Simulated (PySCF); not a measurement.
# C₅H₂F₄O₂: NMR shifts and electronic excitations in gas and solvents

Aim: compute the NMR shifts and electronic excitations of C₅H₂F₄O₂ (`FC1=COC=C(C(F)(F)F)O1`), and see what a dielectric continuum does where one was used.

Computed with PySCF 2.14.0, with density-fitted response routines of our own, on a single molecule, in the gas phase or a continuum. Atoms are numbered from 0 throughout.

### Step 1. The starting structure

13 atoms, charge 0, multiplicity 1; geometry from: GFN2-xTB. The atoms were then displaced at random by about 0.01 Å, so the start is not that level's minimum.

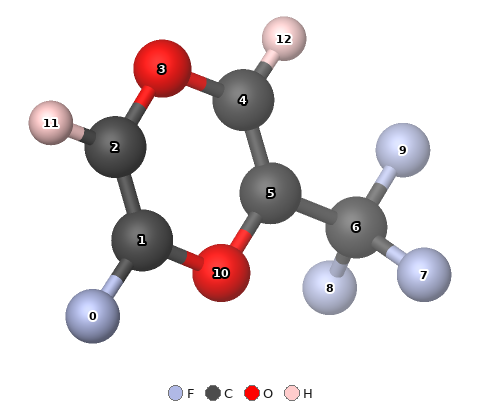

As it starts; fluorine light blue, carbon dark grey, oxygen red, hydrogen pink, atoms numbered.

### Step 2. Optimising the geometry at PBE0-D3(BJ)/def2-SVP

What the job is given:

```
{"job": {"xc": "PBE0", "basis": "def2-SVP", "d3": "d3bj", "grid": 1, "shake": 0.01, "kind": "geom"}, "charge": 0, "multiplicity": 1}
F      2.493770    -1.268030    -1.279050
C      1.629240    -0.462040    -0.626730
C      2.003710     0.646350    -0.022920
O      1.161570     1.469470     0.674660
C     -0.149780     0.995690     0.642130
C     -0.525700    -0.107090     0.031770
C     -1.923870    -0.627290     0.007880
F     -2.400600    -0.713250    -1.240270
F     -2.044230    -1.832600     0.578210
F     -2.759590     0.183790     0.695660
O      0.344450    -0.951240    -0.661040
H      3.042090     1.006550     0.009180
H     -0.865240     1.642810     1.180190
```

On the command line:

```bash
$ OMP_NUM_THREADS=1 python probes_run.py task.json out
```

This one command runs all jobs of the session in turn.

What it wrote:

```text
step   0  E = -740.17870285  max force = 0.038251
step   1  E = -740.18340959  max force = 0.009872
step   2  E = -740.18436874  max force = 0.004975
step   3  E = -740.18464790  max force = 0.004993
step   4  E = -740.18478777  max force = 0.001927
step   5  E = -740.18487977  max force = 0.000630
step   6  E = -740.18491786  max force = 0.001280
step   7  E = -740.18493007  max force = 0.000839
step   8  E = -740.18495547  max force = 0.000692
step   9  E = -740.18496910  max force = 0.000432
step  10  E = -740.18497297  max force = 0.000346
optimisation converged
```

It took 2.1 min on 1 thread of Arm Neoverse V2, shared host; peak memory 0.66 GiB.

Along the way:

```
step  energy from step 0 (eV)  largest force component (eV/Å)
   0                   0.0000                          1.9669
   1                  -0.1281                          0.5076
   2                  -0.1542                          0.2558
   3                  -0.1618                          0.2568
   4                  -0.1656                          0.0991
   5                  -0.1681                          0.0324
   6                  -0.1691                          0.0658
   7                  -0.1695                          0.0431
   8                  -0.1701                          0.0356
   9                  -0.1705                          0.0222
  10                  -0.1706                          0.0178
```

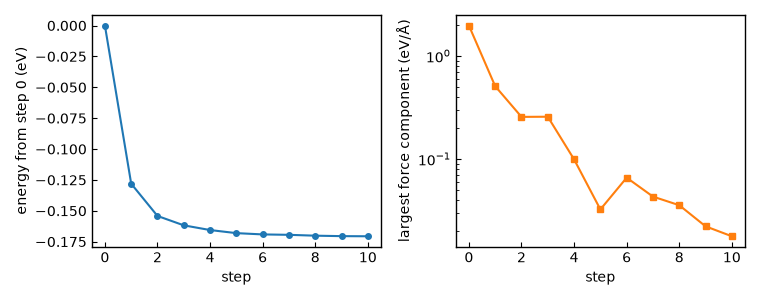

Energy and largest force along the relaxation.

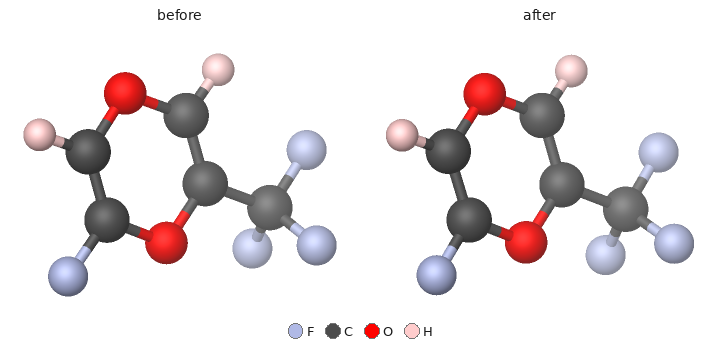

The geometry before (left) and after (right).

Distances of close pairs at the start and the end, largest changes first:

```
  bond  before (Å)  after (Å)  change (Å)
 O3–C4       1.395      1.350      -0.045
 F0–C1       1.350      1.306      -0.044
C1–O10       1.375      1.351      -0.024
 C4–C5       1.315      1.335      +0.020
 C6–F9       1.353      1.333      -0.019
 C2–O3       1.369      1.388      +0.019
C4–H12       1.105      1.089      -0.016
C5–O10       1.396      1.382      -0.014
```

The next job starts from the end point, and lists it.

```
                         at the end point                value
  point group (found at 0.08 Å tolerance)                   Cs
rotational constants (GHz, main isotopes)  2.055, 0.787, 0.631
                        dipole moment (D)                 2.09
```

### Step 3. Nuclear shieldings: PBE0/pcSseg-1 in acetone

What the job is given:

```
{"job": {"kind": "nmr", "xc": "PBE0", "basis": "pcSseg-1", "solvent": "acetone", "pop": true}, "charge": 0, "multiplicity": 1}
F      2.384427    -1.125717    -1.453377
C      1.596272    -0.393704    -0.713160
C      1.995007     0.700625    -0.069293
O      1.121024     1.452132     0.703183
C     -0.138467     0.967668     0.718518
C     -0.515358    -0.134743     0.066591
C     -1.906691    -0.676135     0.060671
F     -2.408118    -0.699422    -1.174176
F     -1.942179    -1.924104     0.524950
F     -2.704795     0.074703     0.820104
O      0.342748    -0.898255    -0.701951
H      3.013072     1.077839    -0.101990
H     -0.835058     1.553860     1.315500
```

Method: GIAO PBE0/pcSseg-1 NMR shielding, non-relativistic, IEF-PCM acetone.

What it wrote:

```text
coarse grid: 13192 points
cycle   1  E = -740.3620856620  dE =  2.453e+00  |g| = 1.099e+00  |ddm| = 3.582e+00
cycle   2  E = -740.1320337476  dE =  2.301e-01  |g| = 1.635e+00  |ddm| = 1.499e+00
cycle   3  E = -740.5586109675  dE = -4.266e-01  |g| = 1.560e-01  |ddm| = 9.905e-01
cycle   4  E = -740.5616764918  dE = -3.066e-03  |g| = 9.881e-02  |ddm| = 1.850e-01
cycle   5  E = -740.5636508953  dE = -1.974e-03  |g| = 1.521e-02  |ddm| = 8.119e-02
cycle   6  E = -740.5636870305  dE = -3.614e-05  |g| = 7.073e-03  |ddm| = 1.508e-02
cycle   7  E = -740.5636966044  dE = -9.574e-06  |g| = 1.186e-03  |ddm| = 5.031e-03
final grid: 135616 points
cycle   8  E = -740.6706763313  dE = -3.465e-05  |g| = 1.327e-02  |ddm| = 2.875e-02
cycle   9  E = -740.6706362989  dE =  4.003e-05  |g| = 2.034e-02  |ddm| = 1.968e-02
cycle  10  E = -740.6707063144  dE = -7.002e-05  |g| = 7.419e-04  |ddm| = 1.215e-02
cycle  11  E = -740.6707064103  dE = -9.593e-08  |g| = 2.842e-04  |ddm| = 6.795e-04
cycle  12  E = -740.6707064233  dE = -1.299e-08  |g| = 1.477e-04  |ddm| = 3.107e-04
cycle  13  E = -740.6707064279  dE = -4.585e-09  |g| = 3.464e-05  |ddm| = 1.371e-04
cycle  14  E = -740.6707064281  dE = -2.049e-10  |g| = 1.100e-05  |ddm| = 2.946e-05
converged SCF energy = -740.6707064281

GIAO shielding tensors (ppm)
atom      isotropic    diamagn.    paramagn.     s11        s22        s33       span
  0 F      308.844     470.918    -162.075    295.553    309.672    321.307     25.754
  1 C       22.700     249.713    -227.013    -52.512     57.149     63.462    115.974
  2 C       73.736     252.596    -178.859     23.489     88.966    108.753     85.264
  3 O      248.690     394.298    -145.608    155.342    261.307    329.421    174.079
  4 C       46.063     251.415    -205.352    -38.670     63.115    113.746    152.416
  5 C       53.329     259.392    -206.063    -21.620     84.459     97.148    118.768
  6 C       59.627     240.174    -180.547     51.138     60.033     67.708     16.570
  7 F      262.541     471.831    -209.290    179.273    260.233    348.115    168.842
  8 F      263.823     471.643    -207.821    180.909    263.156    347.403    166.494
  9 F      274.032     472.151    -198.119    195.828    267.579    358.688    162.859
 10 O      218.885     402.452    -183.567    171.332    204.892    280.432    109.100
 11 H       25.274      27.239      -1.965     23.517     25.756     26.549      3.031
 12 H       24.895      29.724      -4.828     22.442     24.392     27.852      5.410
```

Wall time 24 s (1 thread of Arm Neoverse V2, shared host); peak memory 0.95 GiB.

Shifts follow as δ = σ(reference) − σ, with reference shieldings (ppm) from runs at the same level and on the same kind of geometry: ¹H TMS 31.24, ¹³C TMS 185.4, ¹⁹F CFCl3 180.4, ¹⁷O H2O 342.8. The references are single molecules in the same continuum, so shifts against H2O, NH3, PH3, H3PO4 or CFCl3 are not on the usual liquid scales and can be off by tens of ppm. Atoms listed in one row are averaged.

```
     atoms                                  environment  σ (ppm)  δ (ppm)
        C1                 alkene carbon bearing oxygen     22.7    162.7
        C4                 alkene carbon bearing oxygen     46.1    139.4
        C5                 alkene carbon bearing oxygen     53.3    132.1
        C6                                   CF3 carbon     59.6    125.8
        C2                 alkene carbon bearing oxygen     73.7    111.7
       H12  hydrogen on an alkene carbon bearing oxygen    24.90     6.35
       H11  hydrogen on an alkene carbon bearing oxygen    25.27     5.97
F7, F8, F9                      fluorine of a CF3 group    266.8    -86.4
        F0                             vinylic fluorine    308.8   -128.4
       O10                                 ether oxygen    218.9    123.9
        O3                                 ether oxygen    248.7     94.1
```

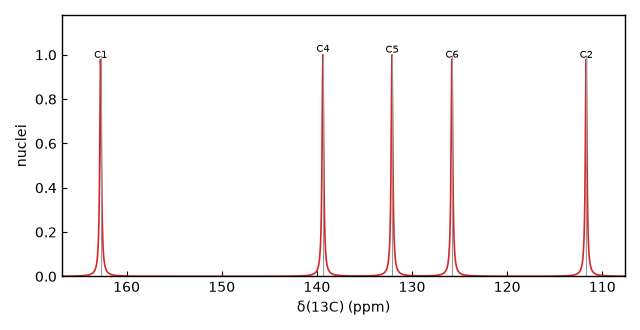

¹³C lines at the computed shifts, without couplings. Lines are broadened to a width of 0.20 ppm (Lorentzian).

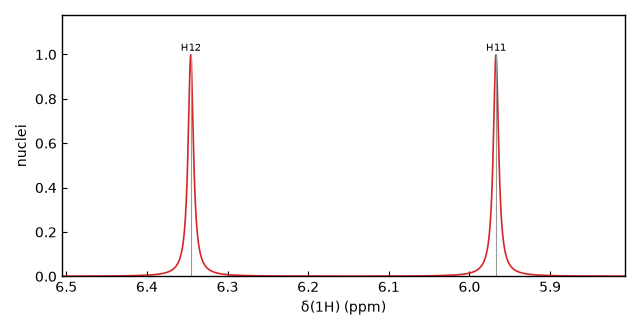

¹H lines at the computed shifts, without couplings. Lines are broadened to a width of 0.01 ppm (Lorentzian).

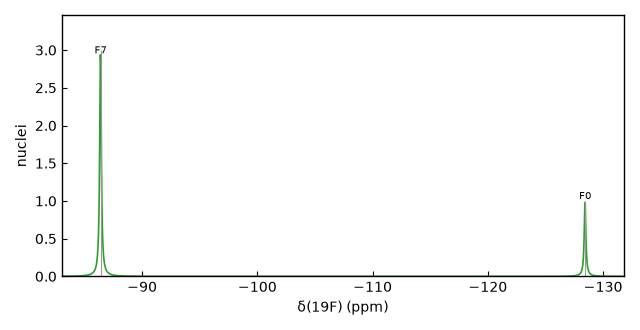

¹⁹F lines at the computed shifts, without couplings. Lines are broadened to a width of 0.17 ppm (Lorentzian).

Charges from the same density, by scheme (e):

```
     atoms  Mulliken    IAO  Hirshfeld  ESP fit
        F0     -0.23  -0.23      -0.06    -0.15
        C1      0.47   0.44       0.14     0.39
        C2      0.03  -0.09      -0.03    -0.25
        O3     -0.44  -0.30      -0.10    -0.17
        C4      0.31   0.04       0.03     0.04
        C5     -0.16   0.05      -0.01    -0.02
        C6      0.92   0.81       0.25     0.43
F7, F8, F9     -0.26  -0.28      -0.09    -0.15
       O10     -0.45  -0.32      -0.12    -0.21
```

Mulliken charges:

F0 -0.23; C1 0.47; C2 0.03; O3 -0.44; C4 0.31; C5 -0.16; C6 0.92; F7 -0.27; F8 -0.26; F9 -0.26; O10 -0.45; H11 0.17; H12 0.16

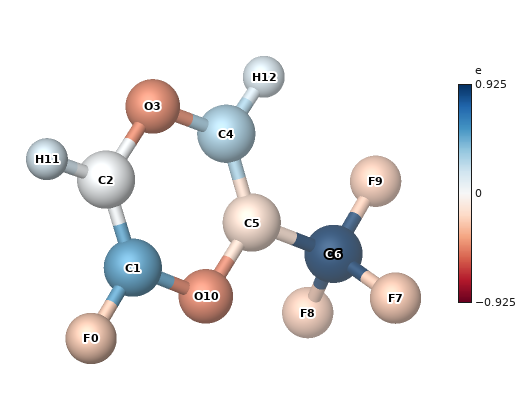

Mulliken charges, as colours on the atoms.

Mayer bond orders: F0–C1 1.02, C1–C2 1.82, C2–O3 0.90, O3–C4 0.98, C4–C5 1.74, C5–C6 0.97, C6–F7 1.01, C6–F8 1.01, C6–F9 1.00, C5–O10 0.93, O10–C1 1.00.

Ring of atoms C1, C2, O3, C4, C5, O10: NICS(0) 7.0, NICS(1) 4.9, NICS(1)zz 21.0 ppm (means of both faces).

### Step 4. NMR shieldings: PBE0/pcSseg-1 in methanol

Same as in step 3 but for these lines:

```diff
@@ -1,2 +1,2 @@
-{"job": {"kind": "nmr", "xc": "PBE0", "basis": "pcSseg-1", "solvent": "acetone", "pop": true}, "charge": 0, "multiplicity": 1}
+{"job": {"kind": "nmr", "xc": "PBE0", "basis": "pcSseg-1", "solvent": "methanol", "pop": false}, "charge": 0, "multiplicity": 1}
 F      2.384427    -1.125717    -1.453377
```

With the program's defaults for keys left out, this is: GIAO PBE0/pcSseg-1 NMR shielding, non-relativistic, IEF-PCM methanol.

What it wrote:

```text
coarse grid: 13192 points
cycle   1  E = -740.3623863003  dE =  2.453e+00  |g| = 1.099e+00  |ddm| = 3.582e+00
cycle   2  E = -740.1332923483  dE =  2.291e-01  |g| = 1.633e+00  |ddm| = 1.496e+00
cycle   3  E = -740.5588700789  dE = -4.256e-01  |g| = 1.548e-01  |ddm| = 9.876e-01
cycle   4  E = -740.5618784229  dE = -3.008e-03  |g| = 9.819e-02  |ddm| = 1.831e-01
cycle   5  E = -740.5638245391  dE = -1.946e-03  |g| = 1.506e-02  |ddm| = 8.045e-02
cycle   6  E = -740.5638599021  dE = -3.536e-05  |g| = 7.006e-03  |ddm| = 1.492e-02
cycle   7  E = -740.5638692935  dE = -9.391e-06  |g| = 1.181e-03  |ddm| = 4.985e-03
final grid: 135616 points
cycle   8  E = -740.6708481498  dE = -3.465e-05  |g| = 1.328e-02  |ddm| = 2.875e-02
cycle   9  E = -740.6708081639  dE =  3.999e-05  |g| = 2.033e-02  |ddm| = 1.966e-02
cycle  10  E = -740.6708781513  dE = -6.999e-05  |g| = 7.392e-04  |ddm| = 1.213e-02
cycle  11  E = -740.6708782466  dE = -9.529e-08  |g| = 2.831e-04  |ddm| = 6.774e-04
cycle  12  E = -740.6708782595  dE = -1.291e-08  |g| = 1.468e-04  |ddm| = 3.084e-04
cycle  13  E = -740.6708782640  dE = -4.518e-09  |g| = 3.430e-05  |ddm| = 1.359e-04
cycle  14  E = -740.6708782642  dE = -2.019e-10  |g| = 1.097e-05  |ddm| = 2.918e-05
converged SCF energy = -740.6708782642

GIAO shielding tensors (ppm)
atom      isotropic    diamagn.    paramagn.     s11        s22        s33       span
  0 F      308.984     470.922    -161.938    295.740    309.688    321.524     25.784
  1 C       22.717     249.716    -226.999    -52.502     57.192     63.460    115.962
  2 C       73.697     252.590    -178.893     23.448     88.870    108.773     85.325
  3 O      248.627     394.312    -145.686    155.204    261.181    329.494    174.290
  4 C       45.993     251.397    -205.404    -38.751     62.950    113.781    152.532
  5 C       53.373     259.401    -206.028    -21.541     84.523     97.137    118.678
  6 C       59.615     240.181    -180.566     51.156     60.012     67.678     16.522
  7 F      262.627     471.842    -209.215    179.359    260.339    348.183    168.825
  8 F      263.908     471.654    -207.746    180.993    263.259    347.472    166.479
  9 F      273.985     472.147    -198.162    195.774    267.546    358.635    162.861
 10 O      219.049     402.483    -183.434    171.566    205.116    280.465    108.900
 11 H       25.262      27.224      -1.963     23.502     25.746     26.537      3.035
 12 H       24.883      29.708      -4.825     22.426     24.384     27.838      5.411
```

Run time: 23 s. Hardware: 1 thread of Arm Neoverse V2, shared host; peak memory 0.96 GiB.

This run: δ C1 162.7, C4 139.5, C5 132.1, C6 125.8, H12 6.36, H11 5.98 ppm.

[end of part 1 of 2]
